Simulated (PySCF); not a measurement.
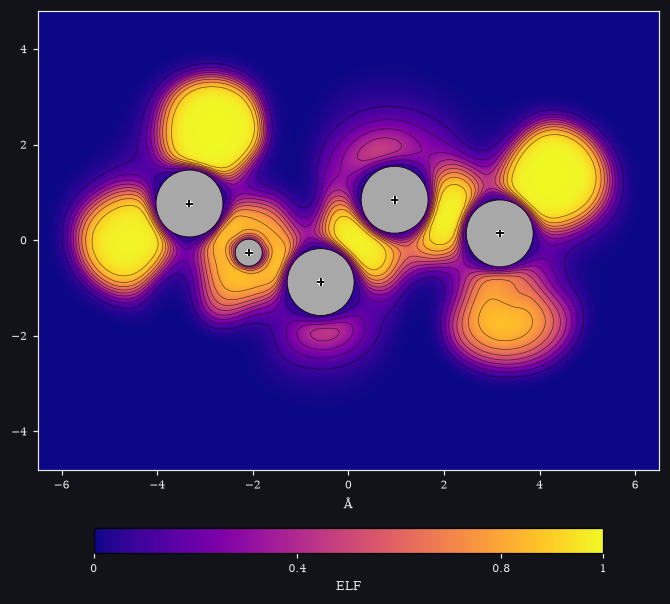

The ELF on a plane through atoms (crosses mark nuclei in the plane; grey discs cover the cores).

These are results of PBE0/pcSseg-1, SCF density, gas phase, non-relativistic in PySCF, not measurements.

Candidates:
A. C$_{3}$H$_{11}$NSi$_{3}$
B. C$_{4}$H$_{10}$ClFSi$_{2}$
C. CH$_{12}$O$_{2}$Si$_{4}$ (SMILES CO[SiH2][SiH2][SiH2]O[SiH3])

Question: Which system is this?

Answer: Candidate C: CH$_{12}$O$_{2}$Si$_{4}$ on the plane of atoms Si4, Si5 and O6, which holds Si and O. Si–O (1.61 Å): the ELF peaks at about 0.85 between the atoms, as expected for a short, strongly polar bond. Si–Si (2.31 Å): the ELF peaks at about 1 between the atoms (localised, covalent bonding).
